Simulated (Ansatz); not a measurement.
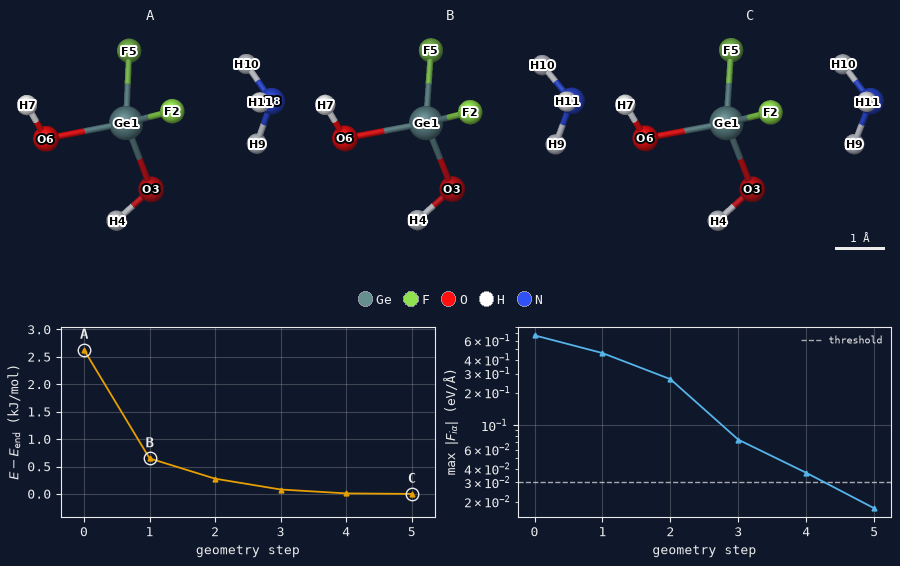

Frames of a relaxation of GeNH$_{5}$O$_{2}$F$_{2}$, marked on the history of the run. The picture is a ball-and-stick view, seen at a tilt.

The run prepares an end point of a later path (reaction) calculation, from a guessed geometry.

These are results of RKS PBE0-D4/def2-SVP (Ansatz 0.2.0), not measurements. (no spin polarisation; force threshold 0.03 eV/Å; at most 50 steps)

**What happens along the run?**

After 5 geometry steps the energy has fallen by 2.63 kJ/mol. The largest force component goes from 0.67 to 0.017 eV/Å. The atom that moves furthest after the best rigid fit is H11 (0.15 Å). By element the largest moves are H 0.15 Å, F 0.09 Å, N 0.05 Å, O 0.05 Å, Ge 0.02 Å. Among the contacts that change: N8–H11 1.035 → 1.016 Å, Ge1–F2 1.702 → 1.721 Å. From step 0 to 1: H11 moves most (0.14 Å), energy −1.98 kJ/mol. From step 1 to 5: H9 moves most (0.03 Å), energy −0.65 kJ/mol.
